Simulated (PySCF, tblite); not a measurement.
**C4H11PSSi: geometry, infrared bands and NMR shifts**

Aim: predict the infrared bands and NMR shifts of C4H11PSSi (`CC[Si]1(P)CSC1`).

The runs use tblite 0.8.0 and PySCF 2.14.0, with density-fitted response routines of our own; the level of theory stands in each step. All values are computed, except where a source is named. Atoms are numbered from 0 throughout.

### Step 1. The molecule as given

18 atoms, charge 0, multiplicity 1; geometry from: force field or distance geometry start.

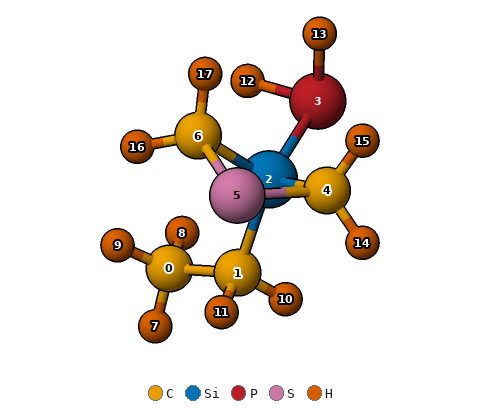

As it starts; carbon amber, silicon blue, phosphorus red, sulfur pink, hydrogen orange, atoms numbered.

### Step 2. Relaxing the molecule with GFN2-xTB

The job: settings as JSON, then the geometry in Å.

```
{"job": {"kind": "relax", "xc": "GFN2-xTB", "basis": "xTB"}, "charge": 0, "multiplicity": 1}
C     -2.101000     0.825500     0.723900
C     -1.333400     0.425900    -0.529200
Si     0.470700     0.058100    -0.279600
P      1.633000     1.829500     0.286100
C      1.207600    -0.954600    -1.649800
S      0.623200    -2.484500    -0.802300
C      0.798700    -1.462500     0.727900
H     -3.152500     1.013700     0.472000
H     -1.706800     1.744300     1.169400
H     -2.086600     0.043000     1.493700
H     -1.439600     1.216700    -1.266500
H     -1.828600    -0.458700    -0.949900
H      1.152600     1.957400     1.630000
H      2.833500     1.157600     0.655200
H      0.767600    -0.794800    -2.645200
H      2.295400    -0.894700    -1.724700
H      0.060200    -1.691200     1.506700
H      1.797000    -1.524400     1.170800
```

The run is started by

```bash
> OMP_NUM_THREADS=1 python probes_run.py task.json out
```

This one command runs all jobs of the session in turn.

The program printed:

```text
step      E/eV     max force
  0    -587.98927    1.636
  1    -588.12091    1.230
  2    -588.20170    0.741
  3    -588.24634    0.648
  4    -588.28419    0.438
  5    -588.30015    0.277
  6    -588.30761    0.230
  7    -588.31388    0.217
  8    -588.31859    0.176
  9    -588.32332    0.158
 10    -588.32734    0.139
 11    -588.33125    0.194
 12    -588.33504    0.215
 13    -588.33812    0.191
 14    -588.34077    0.166
 15    -588.34386    0.173
 16    -588.34773    0.205
 17    -588.35193    0.209
 18    -588.35579    0.155
 19    -588.35897    0.121
 20    -588.36213    0.171
 21    -588.36602    0.169
 22    -588.36983    0.118
 23    -588.37325    0.128
 24    -588.37701    0.143
 25    -588.38088    0.140
 26    -588.38401    0.100
 27    -588.38609    0.095
 28    -588.38758    0.086
 29    -588.38905    0.080
 30    -588.39041    0.120
 31    -588.39186    0.105
 32    -588.39287    0.072
 33    -588.39368    0.052
 34    -588.39411    0.049
 35    -588.39479    0.057
 36    -588.39530    0.057
 37    -588.39590    0.057
 38    -588.39649    0.061
 39    -588.39721    0.082
 40    -588.39815    0.091
 41    -588.39937    0.117
 42    -588.40065    0.127
 43    -588.40156    0.146
 44    -588.40287    0.084
 45    -588.40429    0.073
 46    -588.40633    0.098
 47    -588.40839    0.112
 48    -588.40964    0.090
 49    -588.41042    0.079
 50    -588.41097    0.072
 51    -588.41134    0.047
 52    -588.41169    0.033
 53    -588.41182    0.021
 54    -588.41194    0.020
 55    -588.41202    0.022
 56    -588.41212    0.020
 57    -588.41222    0.028
 58    -588.41231    0.029
 59    -588.41237    0.023
 60    -588.41241    0.026
 61    -588.41248    0.027
 62    -588.41260    0.027
 63    -588.41275    0.030
 64    -588.41292    0.033
 65    -588.41309    0.037
 66    -588.41329    0.037
 67    -588.41354    0.043
 68    -588.41380    0.032
 69    -588.41400    0.033
 70    -588.41415    0.027
 71    -588.41431    0.033
 72    -588.41451    0.033
 73    -588.41474    0.036
 74    -588.41496    0.035
 75    -588.41523    0.043
 76    -588.41565    0.055
 77    -588.41606    0.049
 78    -588.41654    0.046
 79    -588.41696    0.046
 80    -588.41739    0.046
 81    -588.41780    0.075
 82    -588.41816    0.039
 83    -588.41845    0.033
 84    -588.41865    0.036
 85    -588.41877    0.037
 86    -588.41895    0.027
 87    -588.41906    0.022
 88    -588.41917    0.025
 89    -588.41926    0.026
 90    -588.41937    0.019
 91    -588.41949    0.022
 92    -588.41964    0.032
 93    -588.41989    0.047
 94    -588.42035    0.064
 95    -588.42102    0.071
 96    -588.42177    0.074
 97    -588.42220    0.094
 98    -588.42271    0.058
 99    -588.42312    0.044
100    -588.42370    0.028
101    -588.42393    0.026
102    -588.42410    0.030
103    -588.42419    0.027
104    -588.42431    0.025
105    -588.42445    0.025
106    -588.42461    0.035
107    -588.42476    0.030
108    -588.42491    0.027
109    -588.42503    0.025
110    -588.42513    0.025
111    -588.42522    0.026
112    -588.42535    0.026
113    -588.42550    0.034
114    -588.42567    0.041
115    -588.42583    0.034
116    -588.42598    0.024
117    -588.42612    0.025
118    -588.42623    0.016
119    -588.42628    0.011
120    -588.42630    0.010
```

Wall time 1.9 s (1 thread of Arm Neoverse N1, shared host); peak memory 0.18 GiB.

Along the way: (not every step is listed)

| step | energy from step 0 (eV) | largest force (eV/Å) |
| --- | --- | --- |
| 0 | 0.0000 | 1.6362 |
| 1 | -0.1316 | 1.2302 |
| 2 | -0.2124 | 0.7406 |
| 3 | -0.2571 | 0.6478 |
| 4 | -0.2949 | 0.4384 |
| 5 | -0.3109 | 0.2767 |
| 6 | -0.3183 | 0.2300 |
| 7 | -0.3246 | 0.2168 |
| 8 | -0.3293 | 0.1762 |
| 18 | -0.3665 | 0.1551 |
| 28 | -0.3983 | 0.0856 |
| 38 | -0.4072 | 0.0607 |
| 48 | -0.4204 | 0.0899 |
| 58 | -0.4230 | 0.0289 |
| 68 | -0.4245 | 0.0319 |
| 78 | -0.4273 | 0.0456 |
| 88 | -0.4299 | 0.0246 |
| 98 | -0.4334 | 0.0585 |
| 108 | -0.4356 | 0.0269 |
| 115 | -0.4366 | 0.0339 |
| 116 | -0.4367 | 0.0239 |
| 117 | -0.4368 | 0.0245 |
| 118 | -0.4370 | 0.0164 |
| 119 | -0.4370 | 0.0114 |
| 120 | -0.4370 | 0.0099 |

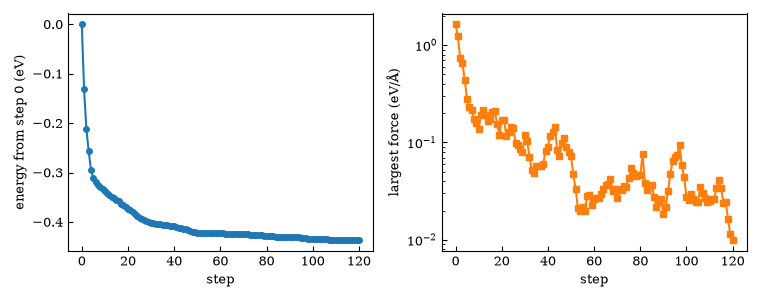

Energy and force, step by step.

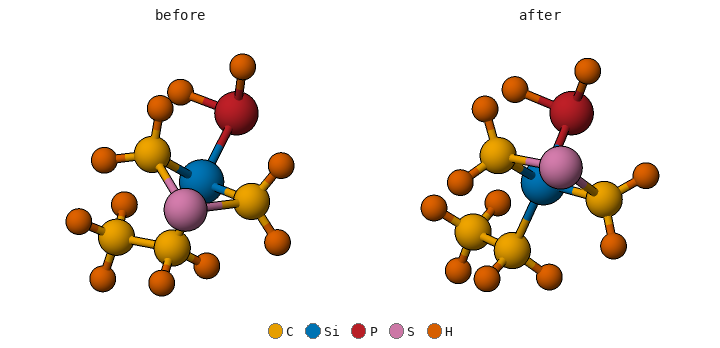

The geometry before (left) and after (right).

Close pairs (by a distance rule), those that changed most:

| bond | before (Å) | after (Å) | change (Å) |
| --- | --- | --- | --- |
| Si2–C6 | 1.853 | 1.928 | +0.075 |
| Si2–C4 | 1.856 | 1.919 | +0.063 |
| Si2–P3 | 2.193 | 2.254 | +0.061 |
| P3–H12 | 1.433 | 1.384 | -0.049 |
| C1–Si2 | 1.858 | 1.906 | +0.048 |
| P3–H13 | 1.424 | 1.385 | -0.039 |
| C4–H14 | 1.100 | 1.086 | -0.014 |
| C4–S5 | 1.844 | 1.831 | -0.013 |

The next job starts from the end point, and lists it.

### Step 3. Infrared spectrum with GFN2-xTB

The job: settings as JSON, then the geometry in Å.

```
{"job": {"kind": "ir", "xc": "GFN2-xTB", "basis": "xTB"}, "charge": 0, "multiplicity": 1}
C     -2.022167     1.170533     0.674402
C     -1.476839     0.308386    -0.454657
Si     0.379638    -0.051286    -0.213809
P      1.432034     1.808598     0.501872
C      1.258294    -0.862328    -1.715230
S      1.743327    -2.343717    -0.754738
C      0.808428    -1.700060     0.689336
H     -3.061279     1.437719     0.493962
H     -1.442135     2.089137     0.757059
H     -1.964202     0.644977     1.624785
H     -1.613271     0.833325    -1.400446
H     -2.048387    -0.617235    -0.519435
H      1.110105     1.594623     1.830650
H      2.670908     1.204801     0.642862
H      0.630834    -1.153710    -2.552271
H      2.140711    -0.355360    -2.094573
H     -0.017274    -2.367482     0.923439
H      1.462516    -1.634603     1.555135
```

The program printed:

```text
mode    cm-1     km/mol
  1      32.8      3.23
  2      39.3      2.05
  3      97.6      6.45
  4     116.1      3.86
  5     134.9      4.22
  6     143.4      5.82
  7     172.4      4.61
  8     251.3      4.25
  9     256.9      1.10
 10     359.3      9.67
 11     477.5     32.99
 12     653.3      5.85
 13     662.8     13.68
 14     673.9      3.95
 15     684.2      3.40
 16     698.9      6.14
 17     703.0      5.36
 18     711.8     63.64
 19     735.3     55.93
 20     755.8    139.12
 21     794.6     89.50
 22     972.0     10.82
 23     981.5      8.77
 24     992.4     26.38
 25    1017.1      8.36
 26    1079.0     11.14
 27    1109.2      6.67
 28    1118.6      5.53
 29    1134.3     10.17
 30    1230.9      3.30
 31    1275.1      5.29
 32    1417.0      1.26
 33    1436.5      1.06
 34    1443.5      2.00
 35    1465.3      1.39
 36    1503.7      2.04
 37    1506.9      5.10
 38    2296.4     90.90
 39    2375.3    121.05
 40    2980.8     16.26
 41    2989.5     10.91
 42    2992.9     13.30
 43    2999.6     12.39
 44    3005.0     13.02
 45    3008.6     67.01
 46    3010.9      5.27
 47    3026.4     40.76
 48    3034.9     26.34
```

Run time: 1.4 s. Hardware: 1 thread of Arm Neoverse N1, shared host; peak memory 0.18 GiB.

Which atoms move in the most intense modes:

| cm⁻¹ | km/mol | atoms |
| --- | --- | --- |
| 712 | 63.6 | C4 38 %, S5 18 %, C6 13 % |
| 735 | 55.9 | C4 29 %, Si2 16 % |
| 756 | 139.1 | Si2 16 %, C6 14 % |
| 795 | 89.5 | Si2 35 %, C4 16 %, C6 13 % |
| 2296 | 90.9 | H13 51 %, H12 46 % |
| 2375 | 121.0 | H12 51 %, H13 46 % |
| 3009 | 67.0 | H8 82 % |
| 3026 | 40.8 | H7 75 %, H9 15 % |

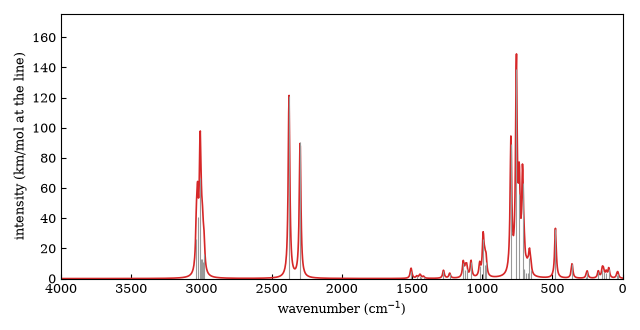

The infrared spectrum from these modes, unscaled. Lines are broadened to a width of 14 cm⁻¹ (Lorentzian).

### Step 4. NMR shieldings: PBE0/pcSseg-1

The job, as its differences from that of step 3:

```diff
@@ -1,2 +1,2 @@
-{"job": {"kind": "ir", "xc": "GFN2-xTB", "basis": "xTB"}, "charge": 0, "multiplicity": 1}
+{"job": {"kind": "nmr", "xc": "PBE0", "basis": "pcSseg-1"}, "charge": 0, "multiplicity": 1}
 C     -2.022167     1.170533     0.674402
```

Level: GIAO PBE0/pcSseg-1 NMR shielding, non-relativistic, gas phase.

The program printed:

```text
coarse grid: 16040 points
cycle   1  E = -1187.3490172670  dE =  5.390e-01  |g| = 4.174e-01  |ddm| = 3.868e+00
cycle   2  E = -1187.3450782315  dE =  3.939e-03  |g| = 4.467e-01  |ddm| = 8.230e-01
cycle   3  E = -1187.3963793742  dE = -5.130e-02  |g| = 4.312e-02  |ddm| = 4.130e-01
cycle   4  E = -1187.3967949222  dE = -4.155e-04  |g| = 2.206e-02  |ddm| = 9.055e-02
cycle   5  E = -1187.3969208213  dE = -1.259e-04  |g| = 4.982e-03  |ddm| = 3.345e-02
cycle   6  E = -1187.3969266473  dE = -5.826e-06  |g| = 1.799e-03  |ddm| = 7.334e-03
final grid: 139528 points
cycle   7  E = -1187.4409990728  dE = -3.010e-05  |g| = 9.152e-03  |ddm| = 2.942e-02
cycle   8  E = -1187.4409856249  dE =  1.345e-05  |g| = 1.158e-02  |ddm| = 1.826e-02
cycle   9  E = -1187.4410201640  dE = -3.454e-05  |g| = 7.185e-04  |ddm| = 1.128e-02
cycle  10  E = -1187.4410203009  dE = -1.369e-07  |g| = 2.444e-04  |ddm| = 1.197e-03
cycle  11  E = -1187.4410203156  dE = -1.466e-08  |g| = 4.761e-05  |ddm| = 2.683e-04
cycle  12  E = -1187.4410203161  dE = -4.848e-10  |g| = 2.160e-05  |ddm| = 8.279e-05
converged SCF energy = -1187.4410203161

GIAO shielding tensors (ppm)
atom      isotropic    diamagn.    paramagn.     s11        s22        s33       span
  0 C      177.479     247.595     -70.116    168.441    177.955    186.040     17.598
  1 C      171.399     253.289     -81.890    163.059    172.192    178.946     15.887
  2 Si     308.923     879.500    -570.577    283.712    312.996    330.062     46.350
  3 P      602.351     967.942    -365.590    559.107    607.072    640.875     81.767
  4 C      163.989     256.489     -92.500    137.776    163.277    190.914     53.139
  5 S      559.581    1054.985    -495.404    323.561    480.662    874.522    550.961
  6 C      158.542     255.719     -97.177    134.277    157.534    183.816     49.539
  7 H       30.351      27.858       2.494     24.799     27.529     38.726     13.926
  8 H       30.949      30.350       0.598     24.792     32.168     35.887     11.095
  9 H       30.993      30.547       0.446     26.955     29.406     36.616      9.661
 10 H       30.930      31.557      -0.628     26.664     29.338     36.787     10.124
 11 H       30.351      31.968      -1.617     25.657     29.211     36.185     10.528
 12 H       30.613      30.964      -0.352     25.621     28.192     38.025     12.405
 13 H       30.088      30.447      -0.358     25.056     27.288     37.921     12.865
 14 H       29.041      31.513      -2.472     25.132     27.124     34.867      9.735
 15 H       29.329      31.278      -1.948     26.195     26.754     35.038      8.843
 16 H       28.917      31.831      -2.914     25.024     27.367     34.360      9.336
 17 H       29.228      31.665      -2.438     26.041     27.061     34.581      8.541
```

Wall time 60 s (1 thread of Arm Neoverse N1, shared host); peak memory 0.8 GiB.

Shifts follow as δ = σ(reference) − σ, with reference shieldings (ppm) from runs at the same level and on the same kind of geometry: ¹H TMS 31.72, ¹³C TMS 186.9, ²⁹Si TMS 349.2, ³¹P H3PO4 318.4, ³³S CS2 504. The references are single molecules in the gas phase, so shifts against H2O, NH3, PH3, H3PO4 or CFCl3 are not on the usual liquid scales and can be off by tens of ppm. Atoms listed in one row are averaged.

| atoms | environment | σ (ppm) | δ (ppm) | δ scaled to CDCl3 |
| --- | --- | --- | --- | --- |
| C4, C6 | sp3 CH2 bonded to S and Si | 161.3 | 25.7 | 18.7 |
| C1 | sp3 CH2 bonded to Si | 171.4 | 15.5 | 13.2 |
| C0 | methyl carbon | 177.5 | 9.4 | 7.3 |
| H14, H16 | hydrogen on an sp3 CH2 bonded to S and Si | 28.98 | 2.74 | 2.69 |
| H15, H17 | hydrogen on an sp3 CH2 bonded to S and Si | 29.28 | 2.44 | 2.40 |
| H12, H13 | hydrogen on a phosphorus bonded to Si | 30.35 | 1.37 | – |
| H10, H11 | hydrogen on an sp3 CH2 bonded to Si | 30.64 | 1.08 | 1.12 |
| H7, H8, H9 | hydrogen on a methyl carbon | 30.76 | 0.95 | 1.00 |
| Si2 | silicon bonded to 3 C, P, in a 4-membered ring | 308.9 | 40.2 | – |
| P3 | phosphorus bonded to Si, 2 H | 602.4 | -284.0 | – |
| S5 | sulfide sulfur | 560 | -56 | – |

The scaled column applies a straight-line fit of computed shieldings to shifts measured in CDCl3, with any fitted terms for Cl, Br or S neighbours (root-mean-square error 0.16 ppm for H, 1.9 ppm for C).

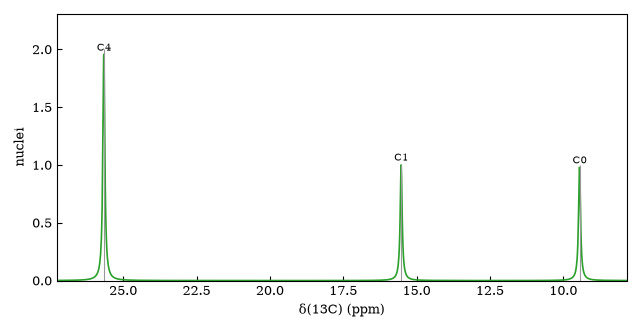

¹³C lines at the computed shifts, without couplings. Lines are broadened to a width of 0.08 ppm (Lorentzian).

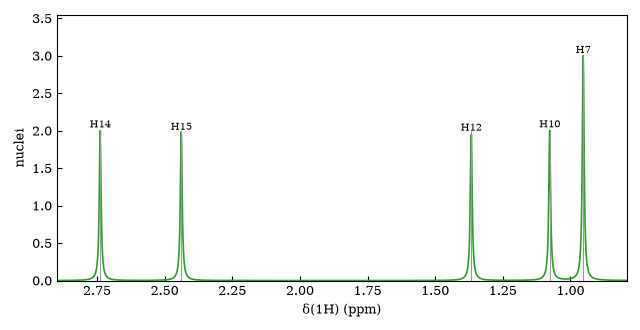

¹H lines at the computed shifts, without couplings. Lines are broadened to a width of 0.01 ppm (Lorentzian).

Charges from the same density, by scheme (e):

| atoms | Mulliken | IAO | Hirshfeld | ESP fit |
| --- | --- | --- | --- | --- |
| C0 | -0.30 | -0.41 | -0.12 | -0.29 |
| C1 | -0.56 | -0.53 | -0.15 | 0.05 |
| Si2 | 0.86 | 0.88 | 0.35 | 0.22 |
| P3 | -0.21 | -0.11 | -0.02 | -0.36 |
| C4, C6 | -0.62 | -0.63 | -0.18 | -0.21 |
| S5 | -0.04 | 0.07 | -0.03 | -0.23 |

IAO charges:

C0 -0.41; C1 -0.53; Si2 0.88; P3 -0.11; C4 -0.63; S5 0.07; C6 -0.63; H7 0.15; H8 0.13; H9 0.14; H10 0.15; H11 0.15; H12 0.00; H13 0.01; H14 0.16; H15 0.16; H16 0.16; H17 0.16

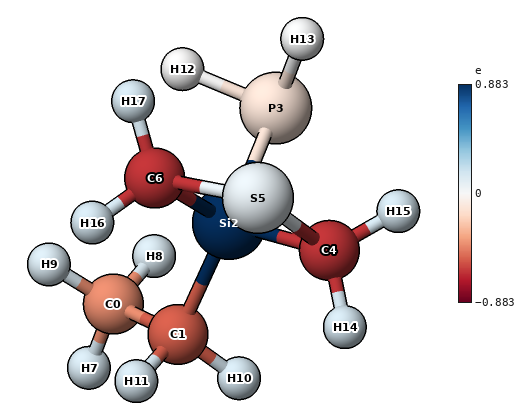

IAO charges, as colours on the atoms.

Mayer bond orders: C0–C1 1.05, C1–Si2 0.93, Si2–P3 1.06, Si2–C4 0.85, C4–S5 1.00, S5–C6 1.00, C6–Si2 0.83.

Ring of atoms Si2, C4, S5, C6: NICS(0) -1.9, NICS(1) 0.3, NICS(1)zz 7.4 ppm (means of both faces).

### Step 5. Outcome

| quantity | value |
| --- | --- |
| strongest single infrared mode (GFN2-xTB) | 756 cm⁻¹, 139 km/mol |
| zero-point energy (GFN2-xTB) | 86.6 kcal/mol |
| ¹³C shifts against TMS (PBE0/pcSseg-1, means over atoms taken as alike) | 25.7, 15.5, 9.4 ppm |
| ¹H shifts against TMS (PBE0/pcSseg-1, means over atoms taken as alike) | 2.74, 2.44, 1.37, 1.08, 0.95 ppm |
| ²⁹Si shifts against TMS (PBE0/pcSseg-1) | 40.2 ppm |
| ³¹P shifts against H3PO4 (PBE0/pcSseg-1) | -284.0 ppm |
| ³³S shifts against CS2 (PBE0/pcSseg-1) | -56 ppm |

What this shows: Over 120 steps the energy fell by 0.437 eV; of the close pairs, Si2–C6 changed most, 1.853 to 1.928 Å. No mode is imaginary among the 48: a minimum at this level. The strongest single mode, at 756 cm⁻¹, is spread over many atoms; the largest shares are those of Si2, C6. Unscaled tight-binding wavenumbers are off by several per cent, some by more. Its intensities can rank the bands wrongly. At PBE0/pcSseg-1: The largest span, 551 ppm, is at S5, where the paramagnetic term is -495 ppm.
